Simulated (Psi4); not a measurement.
**AlBH2OF2 (SMILES O[B](F)[AlH][F]): M06-L/6-31G(d) (spherical functions)**

Aim: the vertical singlet–triplet gap of AlBH2OF2 at M06-L/6-31G* (spherical functions), from 2 runs. 

The results are computed with Psi4 1.11.

### Step 1. The system as given

AlBH2OF2: 7 atoms, total charge 0, spin state singlet. SMILES: `O[B](F)[AlH][F]`. Geometry: relaxed at PBE0-D4/def2-TZVP. This is one conformer, not always the lowest.

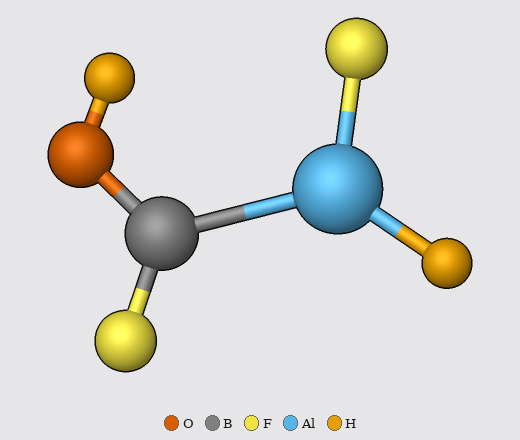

Viewed from a chosen angle; oxygen orange, boron grey, fluorine yellow, aluminium blue, hydrogen amber.

### Step 2. Energy and forces at M06-L/6-31G(d) (spherical functions)

The input, input.json:

```json
{
  "schema_name": "qcschema_input",
  "schema_version": 1,
  "molecule": {
    "schema_name": "qcschema_molecule",
    "schema_version": 2,
    "symbols": ["O", "B", "F", "Al", "F", "H", "H"],
    "geometry": [0.87362039, -0.3146394, 3.34292551, 0.96716183, -1.27669897, 0.98095683, 2.21249135, -3.44837223, 0.74549696, -0.7776223, 0.5699414, -2.19605073, -2.1782873, 3.23728982, -1.31865089, -0.03760555, 1.25156561, 3.44875018, -0.94410717, -0.14777658, -5.08959937],
    "molecular_charge": 0,
    "molecular_multiplicity": 1,
    "fix_symmetry": "c1",
    "fix_com": true,
    "fix_orientation": true
  },
  "driver": "gradient",
  "model": {
    "method": "m06-l",
    "basis": "6-31G*"
  },
  "keywords": {
    "reference": "rks",
    "puream": true,
    "e_convergence": 1e-09,
    "d_convergence": 1e-08,
    "scf_type": "pk",
    "dft_radial_points": 99,
    "dft_spherical_points": 590,
    "scf_properties": ["MULLIKEN_CHARGES", "LOWDIN_CHARGES", "MAYER_INDICES"]
  }
}
```

Command:

```console
$ psi4 --qcschema input.json -n 1 --memory 2200MB
```

stdout:

```text
[...]
  Running in c1 symmetry.
[...]
  Nuclear repulsion =  190.104529944184577
[...]
  Multiplicity = 1
[...]
  Nalpha       = 23
  Nbeta        = 23
[...]
    Number of basis functions: 78
[...]
   @RKS iter   1:  -543.27701887980720   -6.10455e-01   9.89760e-03 DIIS/ADIIS
[...]
   @RKS iter  12:  -543.48732824048375   -1.93268e-12   2.58233e-09 DIIS
[...]
    Orbital Energies [Eh]
    ---------------------
    Doubly Occupied:
       1A    -55.769415     2A    -24.504683     3A    -24.465684
       4A    -19.010314     5A     -6.701694     6A     -4.111186
       7A     -2.623358     8A     -2.616454     9A     -2.612519
      10A     -1.180047    11A     -1.114529    12A     -1.019170
      13A     -0.546272    14A     -0.470374    15A     -0.425641
      16A     -0.404272    17A     -0.393098    18A     -0.367739
      19A     -0.350620    20A     -0.349726    21A     -0.325529
      22A     -0.323309    23A     -0.241726
[...]
  @RKS Final Energy:  -543.48732824048375
   => Energetics <=
    Nuclear Repulsion Energy =            190.1045299441845771
    One-Electron Energy =               -1133.3159012586017980
    Two-Electron Energy =                 452.8784308561742478
    DFT Exchange-Correlation Energy =     -53.1543877822407680
    Empirical Dispersion Energy =           0.0000000000000000
    VV10 Nonlocal Energy =                  0.0000000000000000
    Total Energy =                       -543.4873282404837482
[...]
 Multipole Moments:
 ------------------------------------------------------------------------------------
     Multipole            Electronic (a.u.)      Nuclear  (a.u.)        Total (a.u.)
 ------------------------------------------------------------------------------------
 L = 1.  Multiply by 2.5417464519 to convert [e a0] to [Debye]
 Dipole X            :         -1.1959102            1.0418061           -0.1541041
 Dipole Y            :          2.5284522           -2.2873245            0.2411277
 Dipole Z            :          3.6573888           -3.6997058           -0.0423170
 Magnitude           :                                                    0.2892773
[...]
  Mulliken Charges: (a.u.)
   Center  Symbol    Alpha    Beta     Spin     Total
       1     O     4.29532  4.29532  0.00000 -0.59065
       2     B     2.29793  2.29793  0.00000  0.40414
       3     F     4.64939  4.64939  0.00000 -0.29878
       4    AL     6.16225  6.16225  0.00000  0.67551
       5     F     4.75362  4.75362  0.00000 -0.50723
       6     H     0.26792  0.26792  0.00000  0.46417
       7     H     0.57358  0.57358  0.00000 -0.14715
   Total alpha = 23.00000, Total beta = 23.00000, Total charge = -0.00000
  Lowdin Charges: (a.u.)
[...]
  -Total Gradient:
     Atom            X                  Y                   Z
    ------   -----------------  -----------------  -----------------
       1       -0.003016359395     0.002716392730    -0.006887795819
       2        0.004483884007    -0.004540447907     0.008613544444
       3       -0.002874579652     0.004669678533    -0.000423623812
       4       -0.002966587410     0.003994753172    -0.002772772940
       5        0.001807590027    -0.003457456174    -0.001291069595
       6        0.002572590658    -0.003897854515     0.001304959848
       7        0.000106052212     0.000365022729     0.001545738101
[...]
```

The result, in JSON:

```text
{
 "driver": "gradient",
 "model": {
  "method": "m06-l",
  "basis": "6-31G*"
 },
 "success": true,
 "return_result": [-0.0030163593950593703, 0.002716392729876199, -0.006887795819251474, 0.004483884006613939, -0.004540447906636574, 0.008613544443863697, -0.002874579652266618, 0.00466967853269229, -0.0004236238121339275, -0.0029665874100197887, 0.0039947531718324755, -0.0027727729395168633, 0.0018075900272698925, -0.0034574561737091836, -0.0012910695947816603, 0.0025725906581743063, -0.003897854514567478, 0.0013049598482394766, 0.00010605221222048308, 0.00036502272946646944, 0.0015457381008446014],
 "properties": {
  "calcinfo_nbasis": 78,
  "calcinfo_nmo": 78,
  "calcinfo_nalpha": 23,
  "calcinfo_nbeta": 23,
  "calcinfo_natom": 7,
  "nuclear_repulsion_energy": 190.10452994418458,
  "return_energy": -543.4873282404837,
  "return_gradient": [-0.0030163593950593703, 0.002716392729876199, -0.006887795819251474, 0.004483884006613939, -0.004540447906636574, 0.008613544443863697, -0.002874579652266618, 0.00466967853269229, -0.0004236238121339275, -0.0029665874100197887, 0.0039947531718324755, -0.0027727729395168633, 0.0018075900272698925, -0.0034574561737091836, -0.0012910695947816603, 0.0025725906581743063, -0.003897854514567478, 0.0013049598482394766, 0.00010605221222048308, 0.00036502272946646944, 0.0015457381008446014],
  "scf_one_electron_energy": -1133.3159012586018,
  "scf_two_electron_energy": 452.87843085617425,
  "scf_xc_energy": -53.15438778224077,
  "scf_dipole_moment": [-0.15410406127834397, 0.2411276979767787, -0.042316989816296946],
  "scf_total_energy": -543.4873282404837,
  "scf_total_gradient": [-0.0030163593950593703, 0.002716392729876199, -0.006887795819251474, 0.004483884006613939, -0.004540447906636574, 0.008613544443863697, -0.002874579652266618, 0.00466967853269229, -0.0004236238121339275, -0.0029665874100197887, 0.0039947531718324755, -0.0027727729395168633, 0.0018075900272698925, -0.0034574561737091836, -0.0012910695947816603, 0.0025725906581743063, -0.003897854514567478, 0.0013049598482394766, 0.00010605221222048308, 0.00036502272946646944, 0.0015457381008446014],
  "scf_iterations": 12
 }
}
```

Run time: 24 s. Hardware: 1 thread of Intel Xeon 6975P-C (Granite Rapids), shared host; peak memory 1.2 GiB.

### Step 3. The triplet at the same level

The input, calc.py:

```python
import psi4

psi4.set_memory(2200000000)
psi4.set_num_threads(1)
psi4.set_output_file('run.log', False)

geom = psi4.geometry("""
0 3
O
B 1 1.350512
F 2 1.330589 1 115.49284
Al 2 2.152635 3 122.09777 1 -179.99289
F 4 1.660507 2 111.03628 3 -179.84343
H 1 0.960501 2 113.4307 3 -179.99672
H 4 1.580058 5 116.76961 6 179.90713
symmetry c1
""")

psi4.set_options({
    'basis': '6-31G*',
    'reference': 'uks',
    'puream': True,
    'e_convergence': 1e-09,
    'd_convergence': 1e-08,
    'scf_type': 'pk',
    'dft_radial_points': 99,
    'dft_spherical_points': 590,
    'maxiter': 100,
})

e_tot, wfn = psi4.gradient("m06-l", return_wfn=True)
psi4.oeprop(wfn, "LOWDIN_CHARGES", "WIBERG_LOWDIN_INDICES", "QUADRUPOLE", title="M06-L")
print('gradient / Eh bohr^-1')
print(e_tot.np.round(6))
print(f'energy = {wfn.energy():.10f} Eh')
```

Command:

```console
$ python calc.py
```

run.log, cut to the lines that bear on the results:

```text
[...]
  Running in c1 symmetry.
[...]
  Nuclear repulsion =  190.104527916309877
[...]
  Multiplicity = 3
[...]
  Nalpha       = 24
  Nbeta        = 22
[...]
    Number of basis functions: 78
[...]
   @UKS iter   1:  -543.15069866852298   -4.84134e-01   9.56992e-03 DIIS/ADIIS
[...]
   @UKS iter  15:  -543.35075615446840   -6.25278e-12   9.75508e-09 DIIS
[...]
   @S^2 Observed:                2.005001404E+00
[...]
  @UKS Final Energy:  -543.35075615446840
   => Energetics <=
    Nuclear Repulsion Energy =            190.1045279163098769
    One-Electron Energy =               -1132.3232452637562346
    Two-Electron Energy =                 451.9455656336928655
    DFT Exchange-Correlation Energy =     -53.0776044407148930
    Empirical Dispersion Energy =           0.0000000000000000
    VV10 Nonlocal Energy =                  0.0000000000000000
    Total Energy =                       -543.3507561544683995
[...]
  -Total Gradient:
     Atom            X                  Y                   Z
    ------   -----------------  -----------------  -----------------
       1        0.000013592339    -0.016327662434     0.007239217241
       2        0.000014869717     0.024937852108    -0.002363274936
       3       -0.000022982560    -0.006195504241    -0.016257841945
       4       -0.000020724378    -0.003443454736    -0.005128857754
       5        0.000001620036    -0.001316775394     0.009822522089
       6        0.000003421461    -0.005715581710     0.007660827645
       7        0.000006164743     0.007921955112    -0.000941830166
[...]
 Multipole Moments:
 ------------------------------------------------------------------------------------
     Multipole            Electronic (a.u.)      Nuclear  (a.u.)        Total (a.u.)
 ------------------------------------------------------------------------------------
[...]
```

On the terminal:

```text
gradient / Eh bohr^-1
[[ 1.4000e-05 -1.6328e-02  7.2390e-03]
 [ 1.5000e-05  2.4938e-02 -2.3630e-03]
 [-2.3000e-05 -6.1960e-03 -1.6258e-02]
 [-2.1000e-05 -3.4430e-03 -5.1290e-03]
 [ 2.0000e-06 -1.3170e-03  9.8230e-03]
 [ 3.0000e-06 -5.7160e-03  7.6610e-03]
 [ 6.0000e-06  7.9220e-03 -9.4200e-04]]
energy = -543.3507561545 Eh
```

Wall time 34 s (1 thread of Intel Xeon 6975P-C (Granite Rapids), shared host); peak memory 1.2 GiB.

### Step 4. What came out

At M06-L/6-31G* (spherical functions):

| quantity | value |
| --- | --- |
| singlet: total energy | -543.48733 Eh |
| singlet: dipole moment | 0.74 D |
| singlet: HOMO energy | -6.58 eV |
| singlet: LUMO energy | -2.19 eV |
| singlet: HOMO–LUMO gap | 4.39 eV |
| singlet: largest force on an atom | 0.551 eV/Å |
| triplet: total energy | -543.35076 Eh |
| triplet: dipole moment | 0.54 D |
| triplet: HOMO energy (highest over α and β) | -3.49 eV |
| triplet: ⟨S²⟩ | 2.005 |
| triplet: largest force on an atom | 1.288 eV/Å |
| vertical energy of the triplet above the singlet | 3.716 eV |

At this shape the triplet lies 3.72 eV (359 kJ/mol) above the singlet. The largest force (singlet) is 0.55 eV/Å: the shape isn't a stationary point for this species at this level.
